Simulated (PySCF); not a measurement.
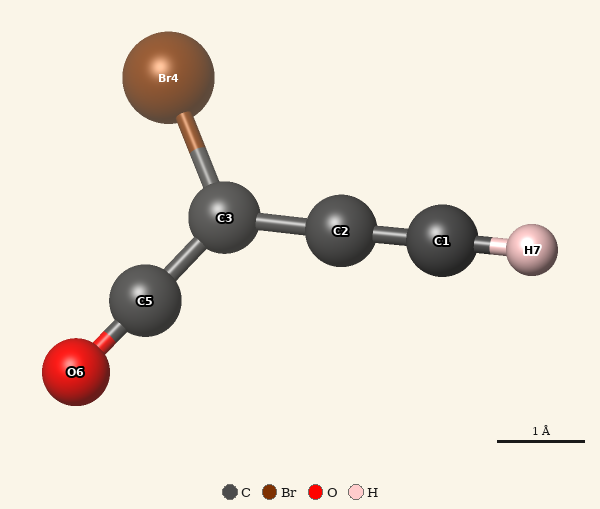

**Figure 1.** The structure as given in the input (ball-and-stick view, seen at a tilt; atoms are numbered from 1 in the order of the input).

**What a change does: NMR shielding calculation on C4HBrO**

System: C4HBrO, SMILES C#CC(Br)=C=O.
Method of run 1: GIAO PBE0/aug-cc-pVDZ NMR shielding, non-relativistic, gas phase (PySCF 2.14.0).

The geometry comes from this level: PBE0-D3(BJ)/def2-SVP. Text and figures count atoms from 1; the logs count them from 0 in places.

## Input, run 1
```
{"job": {"kind": "nmr", "xc": "PBE0", "basis": "aug-cc-pVDZ", "pop": true}, "charge": 0, "multiplicity": 1}
C      1.935881    -0.366232    -0.143032
C      0.776608    -0.032710     0.001991
C     -0.558684     0.371483     0.182266
Br    -1.006706     2.000082     1.057930
C     -1.596252    -0.347690    -0.239096
O     -2.504380    -0.964356    -0.600187
H      2.959951    -0.660998    -0.279235
```

The first line tells a small driver script what to run in PySCF; the rest is the geometry in Å.

Hardware: 1 CPU thread, shared host.

## Output (run 1)
```
coarse grid: 35704 points
cycle   1  E = -2801.6337433428  dE =  9.144e-02  |g| = 6.621e-01  |ddm| = 1.083e+01
cycle   2  E = -2801.2632905524  dE =  3.705e-01  |g| = 1.533e+00  |ddm| = 3.377e+00
cycle   3  E = -2801.7198738410  dE = -4.566e-01  |g| = 1.764e-01  |ddm| = 2.184e+00
cycle   4  E = -2801.7270515321  dE = -7.178e-03  |g| = 8.041e-02  |ddm| = 4.667e-01
cycle   5  E = -2801.7286008594  dE = -1.549e-03  |g| = 2.291e-02  |ddm| = 1.698e-01
cycle   6  E = -2801.7287045658  dE = -1.037e-04  |g| = 9.323e-03  |ddm| = 6.630e-02
cycle   7  E = -2801.7287280504  dE = -2.348e-05  |g| = 2.564e-03  |ddm| = 2.218e-02
cycle   8  E = -2801.7287297583  dE = -1.708e-06  |g| = 6.004e-04  |ddm| = 6.262e-03
final grid: 74488 points
cycle   9  E = -2801.7287563490  dE =  2.213e-08  |g| = 7.290e-04  |ddm| = 5.463e-03
cycle  10  E = -2801.7287562583  dE =  9.073e-08  |g| = 9.725e-04  |ddm| = 3.282e-03
cycle  11  E = -2801.7287564739  dE = -2.157e-07  |g| = 8.562e-05  |ddm| = 1.785e-03
cycle  12  E = -2801.7287564755  dE = -1.553e-09  |g| = 2.584e-05  |ddm| = 1.891e-04
cycle  13  E = -2801.7287564756  dE = -1.282e-10  |g| = 8.008e-06  |ddm| = 4.706e-05
converged SCF energy = -2801.7287564756

GIAO shielding tensors (ppm)
atom      isotropic    diamagn.    paramagn.     s11        s22        s33       span
  0 C       94.703     229.297    -134.594     43.733     63.595    176.783    133.050
  1 C      129.616     286.008    -156.392     38.418     52.033    298.396    259.978
  2 C      150.991     233.889     -82.898    128.102    160.823    164.048     35.946
  3 Br    2297.694    3112.246    -814.552   1629.941   2411.572   2851.569   1221.628
  4 C       -7.130     258.159    -265.289    -57.502    -37.990     74.102    131.605
  5 O      -54.993     394.531    -449.524   -151.948   -139.421    126.390    278.338
  6 H       27.087      33.816      -6.729     23.591     24.401     33.267      9.676
```

The input of run 2 differs as follows (lines with − go, lines with + come):
```diff
-"basis": "aug-cc-pVDZ"
+"basis": "cc-pVTZ"
```

How does run 2 compare with run 1?

The total energy of run 2 is 77.1 kcal/mol lower, which measures the change of basis and not a stability. The LUMO goes from −2.66 to −2.56 eV. The dipole moment goes from 0.88 to 0.82 D. Of all shieldings, the largest change is that of Br4, by −29.0 ppm. The number of SCF iterations is the same. The basis functions go from 160 to 207.

## Output (run 2)
```
coarse grid: 35704 points
cycle   1  E = -2801.7487499850  dE =  5.848e-02  |g| = 7.291e-01  |ddm| = 6.312e+00
cycle   2  E = -2801.3593490478  dE =  3.894e-01  |g| = 1.612e+00  |ddm| = 2.502e+00
cycle   3  E = -2801.8402742010  dE = -4.809e-01  |g| = 2.137e-01  |ddm| = 1.791e+00
cycle   4  E = -2801.8491946011  dE = -8.920e-03  |g| = 9.933e-02  |ddm| = 4.217e-01
cycle   5  E = -2801.8514528081  dE = -2.258e-03  |g| = 2.854e-02  |ddm| = 1.474e-01
cycle   6  E = -2801.8515883204  dE = -1.355e-04  |g| = 1.272e-02  |ddm| = 4.732e-02
cycle   7  E = -2801.8516304256  dE = -4.211e-05  |g| = 3.273e-03  |ddm| = 2.122e-02
cycle   8  E = -2801.8516331855  dE = -2.760e-06  |g| = 6.506e-04  |ddm| = 5.614e-03
final grid: 74488 points
cycle   9  E = -2801.8516517288  dE =  2.557e-08  |g| = 8.056e-04  |ddm| = 3.099e-03
cycle  10  E = -2801.8516516131  dE =  1.157e-07  |g| = 1.131e-03  |ddm| = 2.592e-03
cycle  11  E = -2801.8516518654  dE = -2.523e-07  |g| = 2.010e-04  |ddm| = 1.481e-03
cycle  12  E = -2801.8516518731  dE = -7.691e-09  |g| = 2.700e-05  |ddm| = 2.393e-04
cycle  13  E = -2801.8516518733  dE = -1.537e-10  |g| = 1.259e-05  |ddm| = 4.693e-05
converged SCF energy = -2801.8516518733

GIAO shielding tensors (ppm)
atom      isotropic    diamagn.    paramagn.     s11        s22        s33       span
  0 C       80.566     261.833    -181.267     24.424     44.601    172.672    148.249
  1 C      116.971     259.199    -142.228     17.184     34.731    299.000    281.816
  2 C      144.883     250.789    -105.906    126.347    152.328    155.974     29.627
  3 Br    2268.675    3119.226    -850.551   1624.488   2326.627   2854.911   1230.423
  4 C      -19.910     257.578    -277.488    -75.609    -58.821     74.700    150.309
  5 O      -77.931     398.413    -476.343   -172.508   -164.537    103.253    275.761
  6 H       27.166      30.671      -3.504     23.562     24.415     33.521      9.959
```

## The two runs side by side

```csv
quantity,run 1,run 2
outcome,converged,converged
total energy (hartree),−2801.728756,−2801.851652
HOMO (eV),−6.76,−6.72
LUMO (eV),−2.66,−2.56
dipole moment (D),0.88,0.82
shielding of C1 (ppm),94.7,80.6
shielding of C2 (ppm),129.6,117.0
shielding of C3 (ppm),151.0,144.9
shielding of Br4 (ppm),2297.7,2268.7
shielding of C5 (ppm),−7.1,−19.9
shielding of O6 (ppm),−55.0,−77.9
shielding of H7 (ppm),27.1,27.2
SCF iterations,13,13
basis functions,160,207
wall time (shared host),15 s,22 s
```

For both runs: Spin–orbit coupling is left out, which matters for the heavy atoms.
